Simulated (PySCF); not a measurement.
## A study: C$_{6}$H$_{10}$OS, SMILES `CCC(=O)C1CCS1`

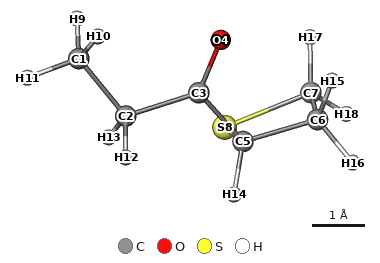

The molecule, with its atoms numbered as below. No frequency check shows the geometry to be a minimum.

Cartesian coordinates (Å):

```
C1       3.1313   -0.3186    0.3869
C2       1.9289   -0.4574   -0.5369
C3       0.8146    0.4948   -0.1731
O4       0.9426    1.4347    0.5686
C5      -0.5167    0.1455   -0.8048
C6      -1.6660    1.0961   -0.4633
C7      -2.3247    0.2071    0.5920
S8      -1.2637   -1.2276    0.1792
H9       2.8553   -0.5887    1.4030
H10      3.4814    0.7105    0.3929
H11      3.9402   -0.9661    0.0587
H12      2.2171   -0.2318   -1.5685
H13      1.5378   -1.4773   -0.5221
H14     -0.4057   -0.1309   -1.8533
H15     -1.3066    2.0476   -0.0699
H16     -2.3159    1.2810   -1.3169
H17     -2.1501    0.5250    1.6173
H18     -3.3785   -0.0108    0.4385
```

Part 1: Bonding charge

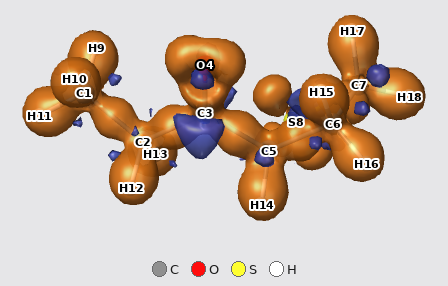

Deformation density (molecule less spherical, spin-averaged free atoms at the same positions), surfaces at ±0.11 e/Å³; orange: gain, blue: loss.

Computed with PySCF, PBE0/6-31G*, geometry: GFN2-xTB.

Question: Describe the bonding that the map shows.

Answer: The five largest and four smallest: C7–H17: +0.68 e/Å³ at the bond critical point (bond length 1.09 Å, Mayer order 0.9). C7–H18: +0.67 e/Å³ at the bond critical point (bond length 1.09 Å, Mayer order 0.9). C5–H14: +0.67 e/Å³ at the bond critical point (bond length 1.09 Å, Mayer order 0.9). C6–H15: +0.66 e/Å³ at the bond critical point (bond length 1.09 Å, Mayer order 0.9). C6–H16: +0.65 e/Å³ at the bond critical point (bond length 1.09 Å, Mayer order 0.9). C6–C7: +0.44 e/Å³ at the bond critical point (bond length 1.53 Å, Mayer order 1.0). C1–C2: +0.42 e/Å³ at the bond critical point (bond length 1.52 Å, Mayer order 1.0). C7–S8: +0.23 e/Å³ at the bond critical point (bond length 1.83 Å, Mayer order 1.0). C5–S8: +0.21 e/Å³ at the bond critical point (bond length 1.85 Å, Mayer order 1.0). In all, 3.8 electrons gather in the regions of gain relative to the promolecule.

Question: Where do the Hirshfeld charges lie?

Answer: The highest Hirshfeld charge is on C3 (+0.16 e), the lowest on O4 (−0.23 e).

| atom | charge (e) |
| --- | --- |
| C1 | −0.10 |
| C2 | −0.06 |
| C3 | +0.16 |
| O4 | −0.23 |
| C5 | −0.02 |
| C6 | −0.06 |
| C7 | −0.05 |
| S8 | −0.06 |
| H9 | +0.04 |
| H10 | +0.04 |
| H11 | +0.04 |
| H12 | +0.05 |
| H13 | +0.04 |
| H14 | +0.04 |
| H15 | +0.04 |
| H16 | +0.04 |
| H17 | +0.05 |
| H18 | +0.04 |

Part 2: Bond critical points

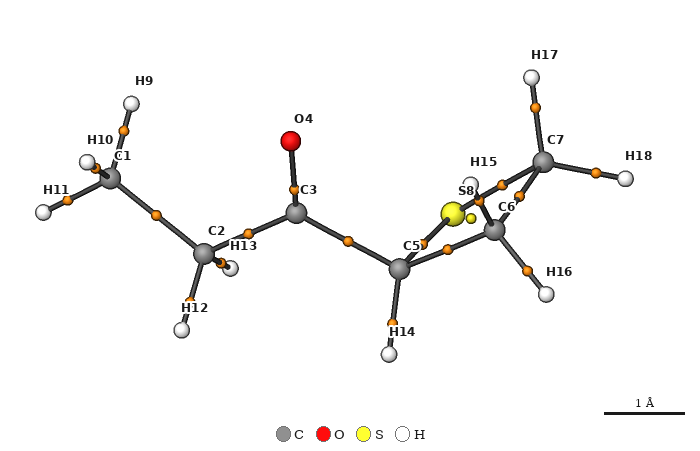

Molecular graph of the electron density (QTAIM): bond paths, bond critical points (orange), ring points (yellow, if any); weak paths are dashed.

Question: How many critical points of each kind are there, and does the count close?

Answer: 18 nuclei, 18 bond, 1 ring and 0 cage critical points: 18 − 18 + 1 − 0 = 1, as the Poincaré–Hopf relation requires.

Question: What does the calculation give at each kind of bond critical point?

Answer:
```json
{"bond": "C3–O4", "length (Å)": "1.204", "ρ (a.u.)": "0.410", "∇²ρ (a.u.)": "+0.59", "ε": "0.04", "H (a.u.)": "−0.677"}
{"bond": "C7–H17", "length (Å)": "1.088", "ρ (a.u.)": "0.278", "∇²ρ (a.u.)": "−0.97", "ε": "0.01", "H (a.u.)": "−0.279"}
{"bond": "C7–H18", "length (Å)": "1.087", "ρ (a.u.)": "0.278", "∇²ρ (a.u.)": "−0.96", "ε": "0.01", "H (a.u.)": "−0.278"}
{"bond": "C5–H14", "length (Å)": "1.090", "ρ (a.u.)": "0.276", "∇²ρ (a.u.)": "−0.95", "ε": "0.01", "H (a.u.)": "−0.275"}
{"bond": "C6–H15", "length (Å)": "1.091", "ρ (a.u.)": "0.275", "∇²ρ (a.u.)": "−0.95", "ε": "0.01", "H (a.u.)": "−0.274"}
{"bond": "C6–H16", "length (Å)": "1.089", "ρ (a.u.)": "0.275", "∇²ρ (a.u.)": "−0.93", "ε": "0.01", "H (a.u.)": "−0.272"}
{"bond": "C1–H10", "length (Å)": "1.087", "ρ (a.u.)": "0.274", "∇²ρ (a.u.)": "−0.93", "ε": "0.01", "H (a.u.)": "−0.273"}
{"bond": "C1–H9", "length (Å)": "1.087", "ρ (a.u.)": "0.274", "∇²ρ (a.u.)": "−0.93", "ε": "0.01", "H (a.u.)": "−0.272"}
{"bond": "C1–H11", "length (Å)": "1.087", "ρ (a.u.)": "0.273", "∇²ρ (a.u.)": "−0.92", "ε": "0.01", "H (a.u.)": "−0.271"}
{"bond": "C2–H13", "length (Å)": "1.092", "ρ (a.u.)": "0.271", "∇²ρ (a.u.)": "−0.90", "ε": "0.01", "H (a.u.)": "−0.266"}
{"bond": "C2–H12", "length (Å)": "1.095", "ρ (a.u.)": "0.268", "∇²ρ (a.u.)": "−0.88", "ε": "0.01", "H (a.u.)": "−0.261"}
{"bond": "C3–C5", "length (Å)": "1.514", "ρ (a.u.)": "0.261", "∇²ρ (a.u.)": "−0.64", "ε": "0.04", "H (a.u.)": "−0.220"}
{"bond": "C2–C3", "length (Å)": "1.510", "ρ (a.u.)": "0.260", "∇²ρ (a.u.)": "−0.64", "ε": "0.05", "H (a.u.)": "−0.221"}
{"bond": "C5–C6", "length (Å)": "1.530", "ρ (a.u.)": "0.247", "∇²ρ (a.u.)": "−0.57", "ε": "0.01", "H (a.u.)": "−0.201"}
{"bond": "C6–C7", "length (Å)": "1.529", "ρ (a.u.)": "0.247", "∇²ρ (a.u.)": "−0.57", "ε": "0.01", "H (a.u.)": "−0.201"}
{"bond": "C1–C2", "length (Å)": "1.523", "ρ (a.u.)": "0.245", "∇²ρ (a.u.)": "−0.56", "ε": "0.00", "H (a.u.)": "−0.196"}
{"bond": "C7–S8", "length (Å)": "1.831", "ρ (a.u.)": "0.175", "∇²ρ (a.u.)": "−0.27", "ε": "0.11", "H (a.u.)": "−0.117"}
{"bond": "C5–S8", "length (Å)": "1.847", "ρ (a.u.)": "0.169", "∇²ρ (a.u.)": "−0.25", "ε": "0.13", "H (a.u.)": "−0.110"}
```

Question: What kind of interaction is C1–H9?

Answer: Shared-shell (covalent): ρ = 0.274, ∇²ρ = −0.93, H = −0.272 a.u.

Part 3: Local ionisation energy

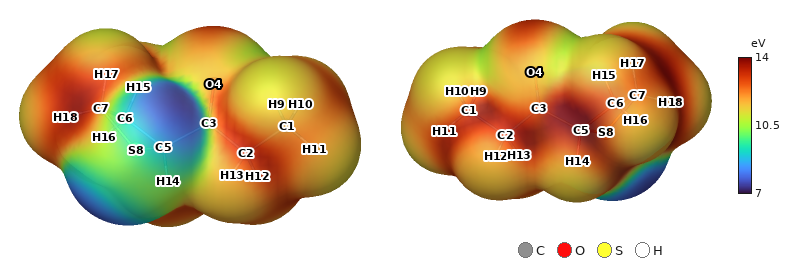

Average local ionisation energy on the surface of electron density 0.001 a.u. (back view left, front view right).

Question: Locate the minima of the map.

Answer: The lowest value is 7.6 eV, 2.3 Å from S8. Further minima include 7.7 eV, 2.3 Å from S8; 10.5 eV, near H10 (1.69 Å) and O4 (1.83 Å); 11.0 eV, 1.3 Å from H17. For comparison, the highest occupied orbital lies at −6.3 eV.

Question: What volume does the surface enclose, and what is the dipole moment?

Answer: About 170 Å³; the dipole moment is 1.8 D.

The PySCF run shown took 37 s on 1 thread of AMD EPYC (Zen 3), with other jobs on the host.
